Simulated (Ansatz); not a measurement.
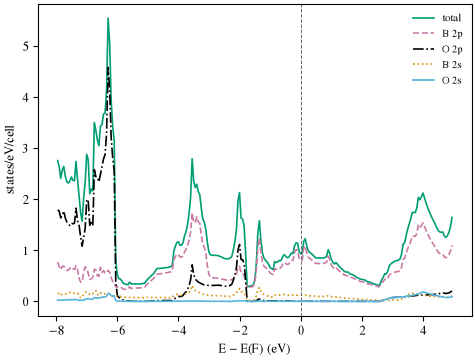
Figure: Total and projected density of states of B$_{2}$O in space group P-3m1 (No. 164; B on 2c, B on 2d, O on 2d), DFT-r²SCAN+D4 in the program Ansatz with PAW potentials

Problem. Which orbitals carry the states next to the Fermi level?

Solution. Within 0.5 eV of the Fermi level: B 2p 87 %, B 2s 12 %. Projections are on Löwdin-orthogonalised atomic valence shells; empty p or d shells of many metals are not among them.

Problem. Where is the tallest occupied peak in this window, and what makes it?

Solution. Near -6.3 eV, about 5.5 states/eV per cell; the largest projected share is O 2p.

The workflow started from an entry of the Crystallography Open Database (COD). Its standing as an ambient phase is unchecked. Symmetry was held in the r²SCAN+D4 relaxation. At this level the phase is mechanically unstable.

Potentials: the later of the program's two PAW sets.
